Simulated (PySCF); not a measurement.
## Electronic structure of C7H9OPSi (SMILES C=C/C([SiH3])=P/c1ccoc1) in real space

Input file:

```
{"job": {"kind": "nmr", "xc": "PBE0", "basis": "pcSseg-1"}, "charge": 0, "multiplicity": 1}
C      3.582393    -0.532343    -0.256881
C      2.423916    -1.128959    -0.535506
C      1.116371    -0.523784    -0.427338
Si     0.981696     1.357317    -0.243914
P     -0.161086    -1.637972    -0.588106
C     -1.640409    -0.671353    -0.204346
C     -1.905062     0.115922     0.956536
C     -3.191858     0.529842     0.841893
O     -3.749227     0.057092    -0.287011
C     -2.815525    -0.678701    -0.905653
H      4.518745    -1.058612    -0.335658
H      3.632678     0.490819     0.075077
H      2.437695    -2.173851    -0.832066
H      1.981370     1.971287    -1.121495
H     -0.336713     1.826643    -0.670386
H      1.223941     1.740185     1.151814
H     -1.220406     0.327300     1.752108
H     -3.806034     1.141030     1.473446
H     -3.082288    -1.142610    -1.834810
```

Launched as:

```sh
OMP_NUM_THREADS=1 python probes_run.py task.json out
```

Geometry: GFN2-xTB.

Level of theory: PySCF 2.14.0, PBE0/pcSseg-1, SCF density, gas phase, non-relativistic.

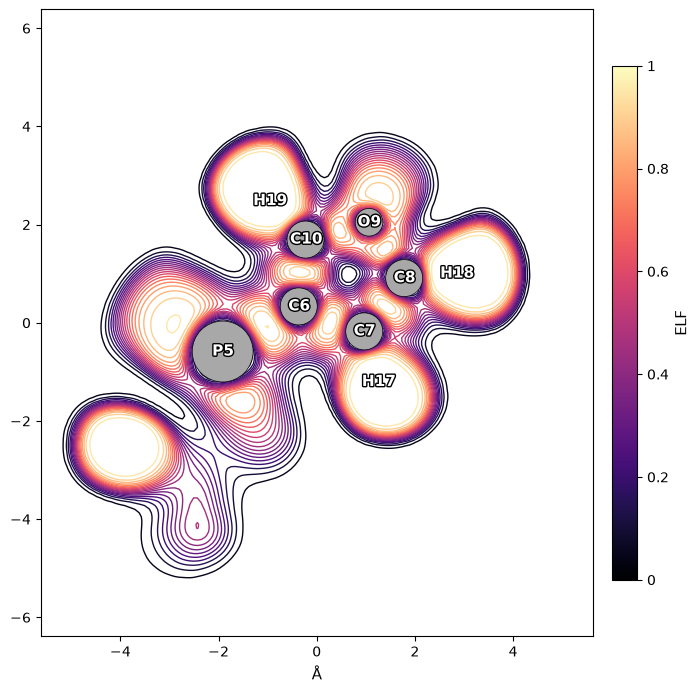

Figure 1. ELF on the plane of atoms C7, C8 and H18. Grey discs cover the atomic cores.

What does the map show?

Atoms in the plane: P, C, O and H. C–C (1.36 Å): the ELF peaks at about 0.95 between the atoms (a covalent bond). C–O (1.34 Å): the ELF peaks at about 0.90 between the atoms: a shared but strongly polarised pair. C–H (1.07 Å): the ELF climbs to about 1 towards the hydrogen, as it does in any bond to H: a covalent bond by its length. C–C (1.43 Å): the ELF peaks at about 0.95 between the atoms (a covalent bond). C–P (1.81 Å): the ELF peaks at about 0.95 between the atoms, as expected for a covalent bond. The ELF also peaks beside P5 and O9, away from the bonds: lone-pair regions.

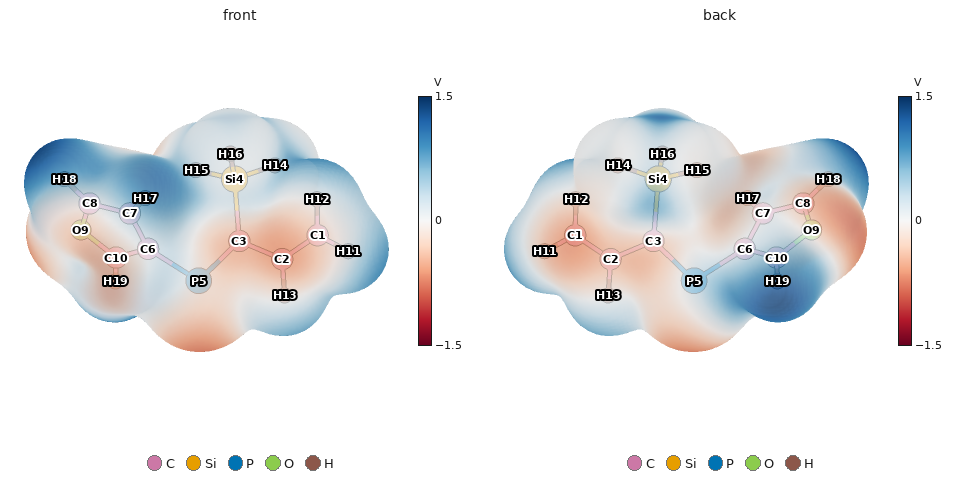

Figure 2. The molecular electrostatic potential painted on the density surface at 0.002 e/bohr³, seen from the front and from behind; the colour scale runs from red (negative) to blue (positive).

Where is the surface potential most negative and most positive?

The most negative region (about −0.7 V, or −16 kcal/mol for a unit charge) lies over P5 and O9, the most positive (about +1.3 V, or +30 kcal/mol for a unit charge) over H18 and H19.

How polar is the molecule by this calculation?

Its dipole moment is 0.88 D.
